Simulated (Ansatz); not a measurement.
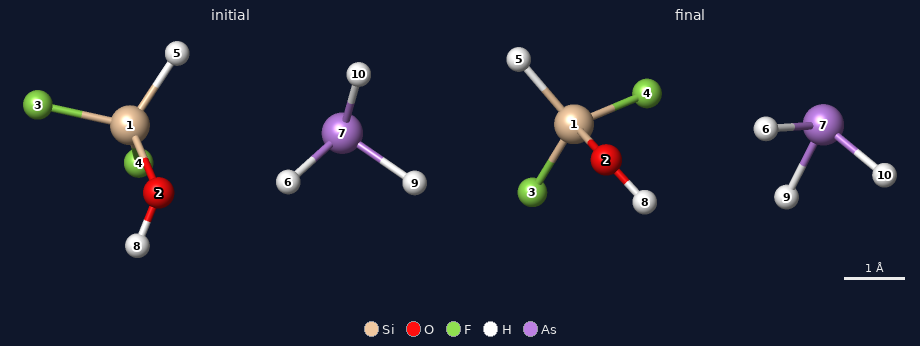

The structure of SiAsH$_{5}$OF$_{2}$ before (left) and after (right) a relaxation, at one scale.

The picture is a ball-and-stick view, seen at a tilt.

The run prepares an end point of a later path (reaction) calculation, from a guessed geometry.

All numbers below come from Ansatz, RKS CAM-B3LYP-D4/def2-SVP.

Input file:
```yaml
crystal:
  periodic: [false, false, false]
  atoms:
    - { symbol: Si, position_ang: [-0.775903, 1.25655, -0.475556] }
    - { symbol: O, position_ang: [0.854201, 1.34451, 0.01244] }
    - { symbol: F, position_ang: [-1.225364, 2.636233, -1.158979] }
    - { symbol: F, position_ang: [-1.70867, 1.080703, 0.816523] }
    - { symbol: H, position_ang: [-0.931769, 0.157525, -1.425646] }
    - { symbol: H, position_ang: [0.905624, -0.859735, 0.576984] }
    - { symbol: As, position_ang: [0.072648, -2.113218, 0.486823] }
    - { symbol: H, position_ang: [1.051898, 1.942291, 0.747316] }
    - { symbol: H, position_ang: [1.074897, -2.943518, 1.273034] }
    - { symbol: H, position_ang: [0.682339, -2.501241, -0.852738] }
basis:
  gaussian: { orbitals: def2-SVP }
hamiltonian:
  xc: cam_b3lyp
  dispersion: d4
relax:
  f_tol: 0.03
  max_steps: 50
```

Launched with:
```bash
ansatz run input.yaml --threads 4 --pin off --max-ram 5120MiB --backend cpu --events-out ev --progress --plain --runs-dir out
```

Q: What changed between the two?

A: The relaxation stopped without meeting its thresholds, so the last structure isn't shown to be converged. It used up its limit of 50 steps. H10 moves most after the best rigid fit: 2.04 Å. Largest moves by element: H 2.04 Å, F 1.92 Å, O 0.64 Å, As 0.45 Å, Si 0.27 Å. Near-neighbour distances that change, for instance: Si1–O2 1.704 → 1.627 Å, H6–As7 1.508 → 1.523 Å, Si1–F4 1.603 → 1.618 Å, Si1–F3 1.604 → 1.612 Å. Bond angles that change, for instance: Si1–O2–H8 116.4° → 120.7°. The energy falls by 0.218 eV in 45 accepted moves (49 points after the start). Largest force component: 1.9 eV/Å at the start, 0.21 eV/Å at the end. The line search rejected the trial steps at points 3, 7, 10, 26 of the run. The forces were under the threshold at step 9, but the run went on from there. The run took 2.8 min on 4 threads of Arm Neoverse N1 (shared host), peak memory 0.35 GiB.

Limits of the set-up: the start holds two separate molecules, 2.3 Å apart at their closest, whose relative position is a soft coordinate.
